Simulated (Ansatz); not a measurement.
# Ge₂HN: what the fields show

Input

```
crystal:
  periodic: [false, false, false]
  atoms:
    - {symbol: Ge, position_ang: [-0.520534, -0.063386, 0.476108]}
    - {symbol: Ge, position_ang: [0.864820, -1.385115, -1.288819]}
    - {symbol: N, position_ang: [-0.026142, 0.177477, -1.237284]}
    - {symbol: H, position_ang: [0.381136, -1.675166, 0.469805]}
basis:
  gaussian:
    orbitals: def2-TZVPD
output: {forces: true, orbitals: {seedname: orbitals}}
hamiltonian:
  xc: {name: PBE0}
total_charge: 0
```

Run with:

```sh
ansatz run input.yaml --threads 2 --pin off --max-ram 4350MiB --events-out events.jsonl --progress --plain --runs-dir runs
```

Geometry: PBE0-D4/def2-TZVP.

All numbers below come from Ansatz 0.2.0, isolated molecule in a Gaussian basis; Kohn-Sham density functional theory, functional PBE0.

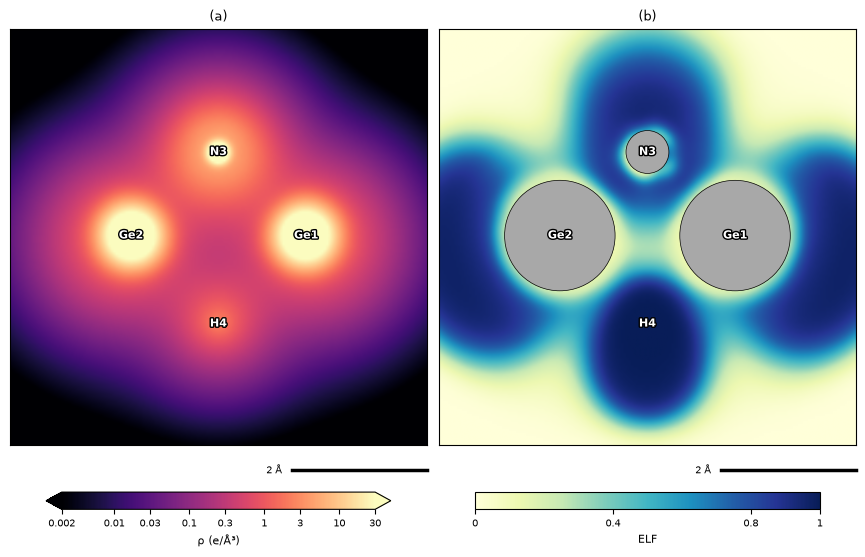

Figure 1. (a) electron density; (b) ELF on the molecular plane. Grey discs cover the atomic cores in the ELF map.

Q: What do the fields say about this system?

A: Atoms in the plane: Ge, N and H. Ge–N (1.80 Å): the density is about 1 e/Å³ at the midpoint; the ELF peaks at about 0.85 in the valence shell of N, 0.6 Å from its nucleus, and is about 0.40 at the midpoint. Ge–Ge (2.60 Å): ρ at the midpoint is about 0.42 e/Å³; the ELF is about 0.35 at the midpoint. Ge–H (1.85 Å): ρ at the midpoint is about 0.53 e/Å³; the ELF climbs to about 1 towards the hydrogen. The ELF also peaks beside N3, away from the bonds: lone-pair regions.

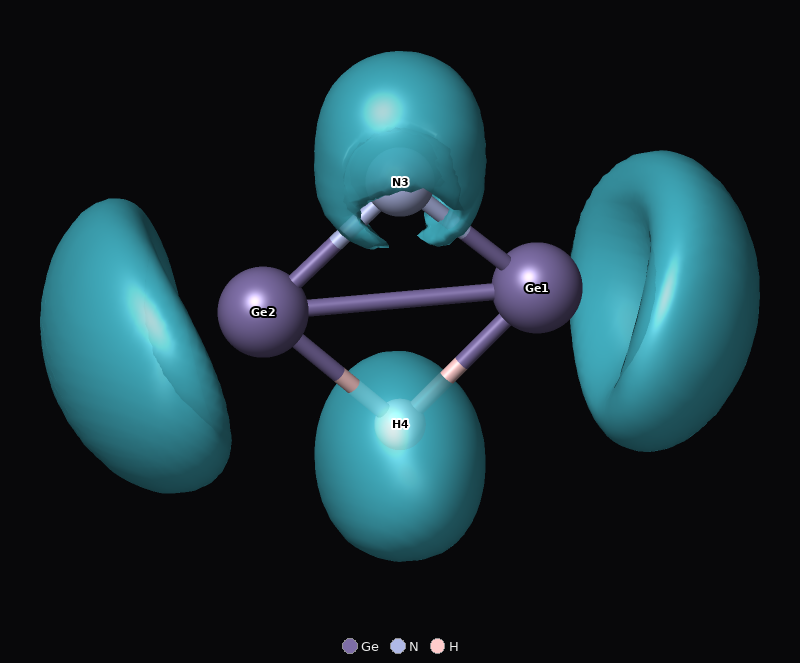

Figure 2. Isosurface of the electron localisation function at 0.8 (cyan), seen at an oblique angle. Core shells and regions of very low density are left out.

Q: Where are the electrons localised?

A: At this value the surface marks out one region around a hydrogen nucleus, two lobes on Ge, pointing away from the bonds (lone pairs) and one lobe on N, pointing away from the bonds (lone pairs).

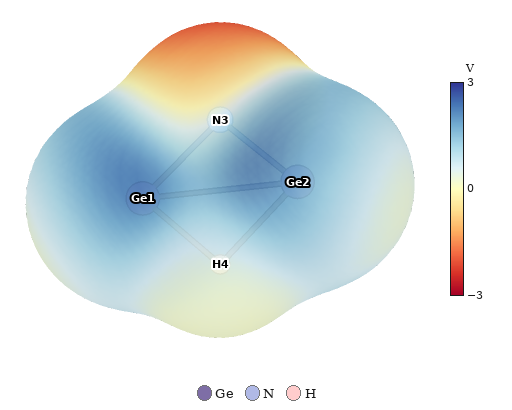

Figure 3. The molecular electrostatic potential painted on the density surface at 0.004 e/bohr³, seen at a tilt; the colour scale runs from red (negative) to blue (positive).

Q: Describe the electrostatic potential map.

A: The most negative region (about −2.2 V, or −51 kcal/mol for a unit charge) lies over N3, the most positive (about +2.3 V, or +53 kcal/mol for a unit charge) over Ge1 and Ge2. N3 is the likeliest acceptor of a hydrogen bond.
